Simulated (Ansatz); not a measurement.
Pulling on the N3–H4 bond in BeH3N (SMILES [BeH][NH2]) (multiplicity 1 held, fragments rigid). Energies count from the point at 1.008 Å.
Geometry at that point (charge 0, multiplicity 1):
```xyz
5

Be    -0.555    -0.103    -0.767
H     -1.331    -0.247    -1.838
N      0.319     0.059     0.441
H      1.045    -0.581     0.723
H      0.271     0.825     1.095
```

Restricted levels (R-, RO-) in cc, def2 and unpolarised 6-31G sets keep to the state of the molecule at rest.

Frozen-core correlation.

Programs: Ansatz (Gaussian basis) for Hartree–Fock, density functionals and correlated methods. Each number belongs to the level named beside it.

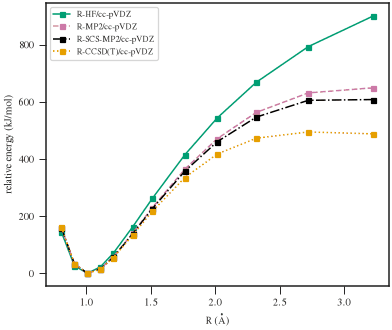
Figure. Relative energy along the coordinate

Doubts at one or more of the structures used: a restricted determinant that unrestricted orbitals would lower (R-HF/cc-pVDZ, R-MP2/cc-pVDZ, R-SCS-MP2/cc-pVDZ, R-CCSD(T)/cc-pVDZ); other coupled-cluster roots lie near (R-CCSD(T)/cc-pVDZ).

Ansatz is a quantum-chemistry and plane-wave program.
